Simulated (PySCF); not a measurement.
The calculation's input:

```
{"job": {"kind": "nmr", "xc": "PBE0", "basis": "pcSseg-1"}, "charge": 0, "multiplicity": 1}
F     -0.242177     1.298628     1.146348
C     -0.251206     0.026237     0.624833
Cl    -1.173257    -0.969547     1.806568
C     -0.973719     0.040114    -0.699954
Si    -2.842252     0.442313    -0.524293
Si     1.542575    -0.694911     0.666521
C      2.529815    -0.014048    -0.839284
Cl     4.151957    -0.736611    -0.793515
Cl     2.652308     1.757229    -0.717572
H     -0.833595    -0.926989    -1.181684
H     -0.479089     0.788649    -1.320540
H     -3.020034     1.455526     0.508727
H     -3.550519    -0.793510    -0.197728
H     -3.278148     0.944135    -1.828914
H      2.195981    -0.226734     1.879569
H      1.441185    -2.141958     0.493957
H      2.123176    -0.236491    -1.824606
```

Run with:

```sh
OMP_NUM_THREADS=1 python probes_run.py task.json out
```

Geometry: GFN2-xTB.

Level of theory: PBE0/pcSseg-1, SCF density, gas phase, non-relativistic (PySCF 2.14.0).

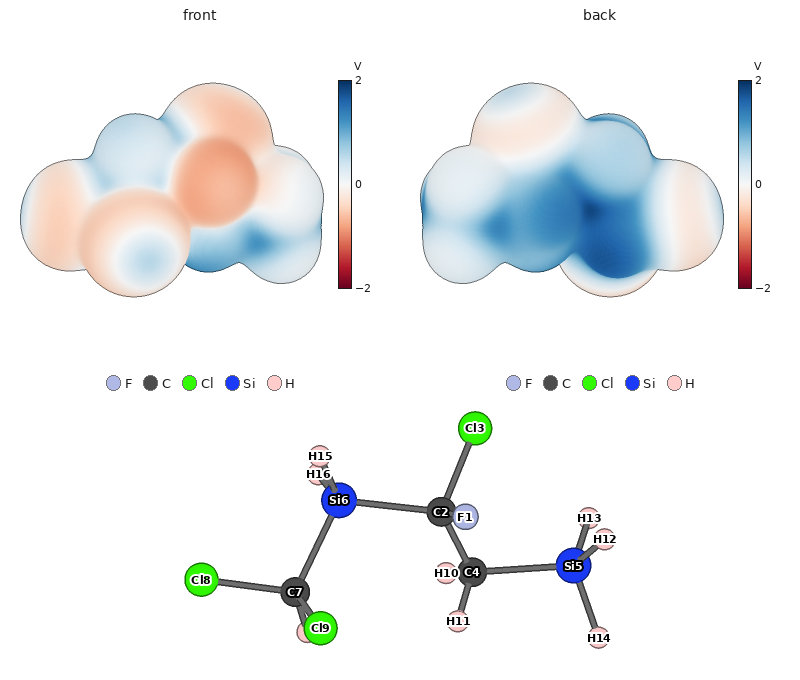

C$_{3}$H$_{8}$Cl$_{3}$FSi$_{2}$. The molecular electrostatic potential painted on the density surface at 0.002 e/bohr³, seen from the front and from behind; red is negative and blue positive. The bare structure is drawn below in the same view.

Which sites attract a positive test charge, and which a negative one?

Answer. A positive charge is drawn to the negative regions and a negative charge to the positive ones. The most negative region (about −0.8 V) lies over F1, the most positive (about +1.7 V) over Si6 and H17. Cl3 shows a σ-hole: about +0.5 V at the tip opposite its bond, against about −0.2 V on its flanks. Cl8 shows a σ-hole: about +0.6 V at the tip opposite its bond, against about −0.2 V on its flanks. Cl9 shows a σ-hole: about +0.5 V at the tip opposite its bond, against about −0.3 V on its flanks.
